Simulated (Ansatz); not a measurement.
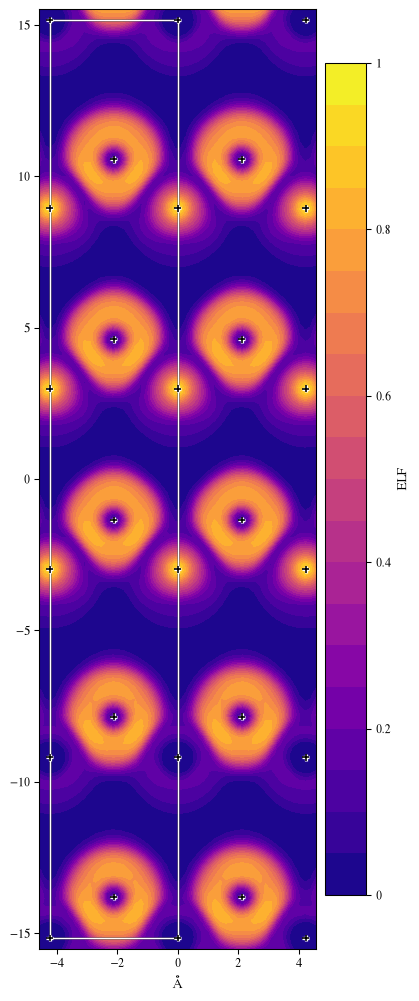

The electron localisation function on a plane through atoms (crosses mark nuclei in the plane).

Theory: DFT r2SCAN, scalar-relativistic, plane waves, PAW (Ansatz).

Candidates:
A. Zn$_{2}$Cd$_{3}$Se$_{5}$, a = 4.23 Å, b = 4.23 Å, c = 30.31 Å, α = 90.00°, β = 90.00°, γ = 90.00°. Space group I-4m2; a structure generated by program, which may or may not match a known phase.
B. PdPt$_{3}$Se$_{8}$, a = 3.75 Å, b = 3.75 Å, c = 25.00 Å, α = 90.00°, β = 90.00°, γ = 120.00°. Space group P-3m1; a structure generated by program, which may or may not match a known phase; computed pressure about −2 GPa in this cell.

### Which candidate gave the map?

Candidate A: Zn$_{2}$Cd$_{3}$Se$_{5}$ on the (100) plane of the conventional cell, which holds Zn, Cd and Se. Zn–Se (2.51 Å): the ELF is about 0.60 at the midpoint. Cd–Se (2.66 Å): the ELF is about 0.40 at the midpoint and 0.15 at its lowest between the atoms.
